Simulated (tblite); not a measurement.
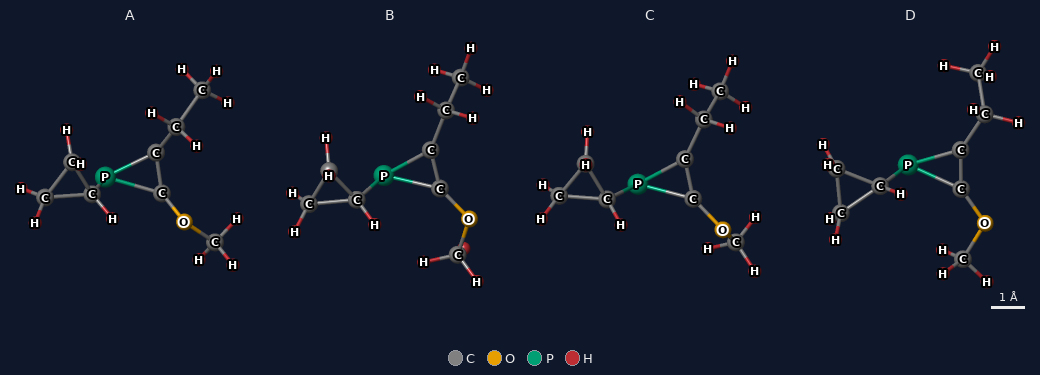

4 geometries from one relaxation of C8H13OP, in shuffled order. A ball-and-stick model, seen at a tilt.

These are results of GFN2-xTB geometry optimisation, gas phase (tblite 0.8.0), not measurements. 

Put them in the order of the run, from the start to the converged end.

A, C, B, D. They are steps 0, 58, 113, 211, at +138.8 kJ/mol, +22.2 kJ/mol, +3.97 kJ/mol relative to the last. The energy falls by 138.8 kJ/mol in 211 geometry steps. An H atom moves most after the best rigid fit: 2.57 Å. Largest moves by element: H 2.57 Å, C 1.13 Å, P 0.87 Å, O 0.74 Å. Among the contacts that change: C–P 1.779 → 1.844 Å, C–P 1.828 → 1.861 Å, C–O 1.350 → 1.327 Å, C–C 1.336 → 1.315 Å. Among the angles between lasting bonds that change: C–C–O 123.9° → 145.3°, C–C–C 130.6° → 148.0°, O–C–P 131.1° → 145.0°. Groups turn about C–P by about 45°.
